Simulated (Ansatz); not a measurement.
# CH₄Si (triplet): correlated methods under varied settings at distance C1–H5 along a hydrogen transfer = 1.466 Å

Aim: run CH₄Si (triplet) at one geometry under a spread of methods and options, and see what each costs and gives.

Method: the settings change from run to run; program: Ansatz 0.2.0, Gaussian basis.

7 further runs of the same task are left out: 1 for a mislabelled method, 4 that didn't finish, 2 set aside as unsound or not needed.

**1. The system**

The geometry derives from fragments relaxed apart (PBE0/def2-TZVP) and kept rigid, so it is no stationary point. A hydrogen atom is moved between rigid fragments.

6 atoms, charge 0, spin multiplicity 3.

Atoms are counted from 1 here; the program's logs count them from 0.

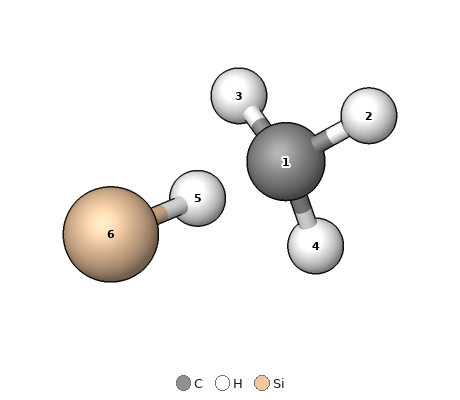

The structure; carbon grey, hydrogen white, silicon light orange; atoms are numbered from 1 in the order of the file.

As a file:

```xyz
6
CH4Si
C    -1.85814    0.00000    0.00000
H    -2.22134    1.02730    0.00000
H    -2.22134   -0.51365    0.88967
H    -2.22134   -0.51365   -0.88967
H    -0.39214    0.00000    0.00000
Si    1.04786    0.00000    0.00000
```

**2. HF/6-31G***

Contents of in.yaml:

```yaml
crystal:
  periodic: [false, false, false]
  atoms:
    - {symbol: C, position_ang: [-1.858138, 0.000000, 0.000000]}
    - {symbol: H, position_ang: [-2.221344, 1.027301, 0.000000]}
    - {symbol: H, position_ang: [-2.221344, -0.513650, 0.889668]}
    - {symbol: H, position_ang: [-2.221344, -0.513650, -0.889669]}
    - {symbol: H, position_ang: [-0.392138, 0.000000, 0.000000]}
    - {symbol: Si, position_ang: [1.047862, 0.000000, 0.000000]}
basis:
  gaussian: {orbitals: "6-31G*"}
magnetization: {spin_polarized: false, initial_magnetization: 2}
hamiltonian: {xc: hf}
accuracy: high
output: {forces: true, orbitals: {seedname: orbitals}}
```

Started as:

```bash
$ ansatz run in.yaml --threads 1 --pin off --events-out ev --progress --plain --max-ram 2393MiB
```

The program printed, cut to the lines that bear on the results:

```text
Functional definition: HF
  name "HF"
  cite "Fock, Z. Phys. 61, 126 (1930) doi:10.1007/BF01340294"
  parent pbe
[...]
863 factors; integrals over basis functions are off by at most 3.3e-9 eV
[...]
mean field -8950.62163788 eV, -328.9292782427 hartree, gradient 2.6e-8 eV, S^2 2.000000; 6 other end points of the search recorded, 0 dependent functions left out
[...]
reference -8950.62163788 eV, -328.9292782427 hartree; 13, 11 occupied and 29, 31 virtual orbitals, 863 factors
Total energy: -8950.62163788 eV, -328.9292782427 hartree
Atom 0 at    -1.858138     0.000000     0.000000 Å, force     1.420209     0.000018     0.000000 eV/Å
Atom 1 at    -2.221344     1.027301     0.000000 Å, force     0.896848    -0.152273    -0.000000 eV/Å
Atom 2 at    -2.221344    -0.513650     0.889668 Å, force     0.896843     0.076128    -0.131861 eV/Å
Atom 3 at    -2.221344    -0.513650    -0.889669 Å, force     0.896843     0.076128     0.131861 eV/Å
Atom 4 at    -0.392138     0.000000     0.000000 Å, force    -8.770806    -0.000000    -0.000000 eV/Å
Atom 5 at     1.047862     0.000000     0.000000 Å, force     4.660063    -0.000000     0.000000 eV/Å
Dipole moment:    -0.881634     0.000000     0.000000 e Å
```

Run time: 2.7 s. Hardware: 1 thread of Arm Neoverse V2, shared host.

**3. BCCD(T) on ROHF/STO-3G**

Edit in.yaml of step 2 so:

```diff
@@ -10,6 +10,5 @@
 basis:
-  gaussian: {orbitals: "6-31G*"}
+  gaussian: {orbitals: STO-3G, point_charges: [{charge: -0.50, position_ang: [5.098, -0.557, 0.905]}]}
 magnetization: {spin_polarized: false, initial_magnetization: 2}
-hamiltonian: {xc: hf}
-accuracy: high
-output: {forces: true, orbitals: {seedname: orbitals}}
+correlation: {method: bccd_t, electrons: all}
+output: {forces: true}
```

Same command.

The program printed, cut to the lines that bear on the results:

```text
Functional definition: HF
  name "HF"
  cite "Fock, Z. Phys. 61, 126 (1930) doi:10.1007/BF01340294"
  parent pbe
[...]
212 factors; integrals over basis functions are off by at most 2.8e-5 eV
[...]
mean field -8846.45153103 eV, -325.1010974250 hartree, gradient 1.5e-6 eV, S^2 2.000000; 9 other end points of the search recorded, 0 dependent functions left out
[...]
determinant -8846.45153103 eV, -325.1010974250 hartree, with singles and doubles -8849.43026893 eV, -325.2105640240 hartree
determinant -8846.44614394 eV, -325.1008994531 hartree, with singles and doubles -8849.42499845 eV, -325.2103703373 hartree
determinant -8845.71649655 eV, -325.0740854063 hartree, with singles and doubles -8849.12313676 eV, -325.1992771249 hartree
determinant -8846.45153103 eV, -325.1010974250 hartree, with singles and doubles -8849.43055560 eV, -325.2105745587 hartree
[...]
second order -1.99737355 eV of doubles, -0.10177894 eV of singles
cycle   1  -2.98232732 eV  change   -3.3e-3 eV  update   4.6e-3
[...]
cycle  12  -2.97864146 eV  change  -7.7e-11 eV  update   3.0e-9
perturbative correction -0.01474045 eV, -0.0005417017 hartree
[...]
Total energy: -8849.44491294 eV, -325.2111021813 hartree
Atom 0 at    -1.858138     0.000000     0.000000 Å, force    -0.031075     0.027678    -0.046828 eV/Å
Atom 1 at    -2.221344     1.027301     0.000000 Å, force    -0.105534     0.838669     0.004196 eV/Å
Atom 2 at    -2.221344    -0.513650     0.889668 Å, force    -0.084947    -0.419647     0.727377 eV/Å
Atom 3 at    -2.221344    -0.513650    -0.889669 Å, force    -0.105338    -0.422667    -0.724216 eV/Å
Atom 4 at    -0.392138     0.000000     0.000000 Å, force    -4.642904    -0.057336     0.093093 eV/Å
Atom 5 at     1.047862     0.000000     0.000000 Å, force     4.975469     0.038628    -0.062273 eV/Å
Dipole moment:     0.273890    -0.007153     0.011592 e Å
```

Run time: 2.9 s. Hardware: 1 thread of Arm Neoverse V2, shared host.

From the report: correlation -2.9934 eV; largest double amplitude 0.09.

**4. CCSD on ROHF/6-31G**

Edit in.yaml of step 3 so:

```diff
@@ -10,5 +10,5 @@
 basis:
-  gaussian: {orbitals: STO-3G, point_charges: [{charge: -0.50, position_ang: [5.098, -0.557, 0.905]}]}
+  gaussian: {orbitals: 6-31G}
 magnetization: {spin_polarized: false, initial_magnetization: 2}
-correlation: {method: bccd_t, electrons: all}
-output: {forces: true}
+correlation: {method: ccsd, electrons: valence}
+scf: {lower_state_search: light}
```

The command is unchanged.

The program printed, cut to the lines that bear on the results:

```text
Functional definition: HF
  name "HF"
  cite "Fock, Z. Phys. 61, 126 (1930) doi:10.1007/BF01340294"
  parent pbe
[...]
395 factors; integrals over basis functions are off by at most 2.3e-4 eV
[...]
mean field -8950.03399978 eV, -328.9076829410 hartree, gradient 1.3e-6 eV, S^2 2.000000; 7 other end points of the search recorded, 0 dependent functions left out
[...]
determinant -8950.03399978 eV, -328.9076829410 hartree, with singles and doubles -8954.44575150 eV, -329.0698118262 hartree
determinant -8949.56305449 eV, -328.8903760208 hartree, with singles and doubles -8953.80637113 eV, -329.0463150312 hartree
6 core orbitals not correlated: weight in the atoms' cores, before any rotation towards them, 1.000 or more for the frozen orbitals, at most 0.000 for the correlated occupied ones
reference -8950.03399978 eV, -328.9076829410 hartree; 7, 5 occupied and 17, 19 virtual orbitals, 395 factors
second order -3.49130657 eV of doubles, -0.04886954 eV of singles
cycle   1  -4.41163083 eV  change    1.2e-4 eV  update   1.3e-3
[...]
cycle   9  -4.41156172 eV  change    1.8e-6 eV  update   4.1e-6
Total energy: -8954.44556150 eV, -329.0698048438 hartree
```

Run time: 1.3 s. Hardware: 1 thread of Arm Neoverse V2, shared host.

From the report: correlation -4.4116 eV; T1 0.028; largest double amplitude 0.16.

**5. BCCD on UHF/6-31G***

Edit in.yaml of step 4 so:

```diff
@@ -10,5 +10,6 @@
 basis:
-  gaussian: {orbitals: 6-31G}
-magnetization: {spin_polarized: false, initial_magnetization: 2}
-correlation: {method: ccsd, electrons: valence}
-scf: {lower_state_search: light}
+  gaussian: {orbitals: "6-31G*"}
+magnetization: {spin_polarized: true, initial_magnetization: 2}
+correlation: {method: bccd, electrons: outside_noble_gas}
+accuracy: high
+output: {forces: true}
```

Same command.

The program printed, cut to the lines that bear on the results:

```text
Functional definition: HF
  name "HF"
  cite "Fock, Z. Phys. 61, 126 (1930) doi:10.1007/BF01340294"
  parent pbe
[...]
863 factors; integrals over basis functions are off by at most 3.3e-9 eV
[...]
mean field -8950.81034364 eV, -328.9362130516 hartree, gradient 2.4e-8 eV, S^2 2.207565; 11 other end points of the search recorded, 0 dependent functions left out
determinant -8950.81034364 eV, -328.9362130516 hartree, with singles and doubles -8956.98981815 eV, -329.1633045514 hartree
determinant -8950.48933488 eV, -328.9244161974 hartree, with singles and doubles -8956.46879394 eV, -329.1441572646 hartree
determinant -8947.32543033 eV, -328.8081448497 hartree, with singles and doubles -8953.11253265 eV, -329.0208169372 hartree
determinant -8950.81034364 eV, -328.9362130516 hartree, with singles and doubles -8956.99553575 eV, -329.1635146693 hartree
[...]
reference -8950.81034364 eV, -328.9362130516 hartree; 7, 5 occupied and 29, 31 virtual orbitals, 863 factors
second order -5.08233960 eV of doubles, -0.00000000 eV of singles
cycle   1  -6.18491784 eV  change    2.7e-4 eV  update   1.8e-2
[...]
cycle  27  -6.17690120 eV  change   1.1e-10 eV  update  7.6e-10
[...]
Total energy: -8956.98724484 eV, -329.1632099838 hartree
Atom 0 at    -1.858138     0.000000     0.000000 Å, force     1.532347     0.000017     0.000000 eV/Å
Atom 1 at    -2.221344     1.027301     0.000000 Å, force     0.592424     0.261279    -0.000000 eV/Å
Atom 2 at    -2.221344    -0.513650     0.889668 Å, force     0.592419    -0.130648     0.226286 eV/Å
Atom 3 at    -2.221344    -0.513650    -0.889669 Å, force     0.592419    -0.130648    -0.226286 eV/Å
Atom 4 at    -0.392138     0.000000     0.000000 Å, force    -7.568840    -0.000000    -0.000000 eV/Å
Atom 5 at     1.047862     0.000000     0.000000 Å, force     4.259230    -0.000000     0.000000 eV/Å
Dipole moment:    -0.676589     0.000000     0.000000 e Å
```

Wall time 13 s (1 thread of Arm Neoverse V2, shared host).

From the report: ⟨S²⟩ of the determinant 2.208 (pure triplet: 2.00); correlation -6.1769 eV; largest double amplitude 0.14.

**6. All runs side by side**

```csv
level,correlated,functions,energy (eV),time
HF/6-31G*,,42,-8950.6216,2.7 s
BCCD(T) on ROHF/STO-3G (beside a point charge),all,18,-8849.4449,2.9 s
CCSD on ROHF/6-31G,valence,30,-8954.4456,1.3 s
BCCD on UHF/6-31G*,outside noble gas,42,-8956.9872,13 s
```

**7. Outcome**

| quantity | value |
| --- | --- |
| runs | 4 |
| quickest | CCSD on ROHF/6-31G, 1.3 s |
| slowest | BCCD on UHF/6-31G*, 13 s |

In words: Total energies in different bases, with other cores or another treatment of relativity can't be set against each other. BCCD on UHF/6-31G* took 10 times as long as CCSD on ROHF/6-31G; the jobs differ in more than the method.
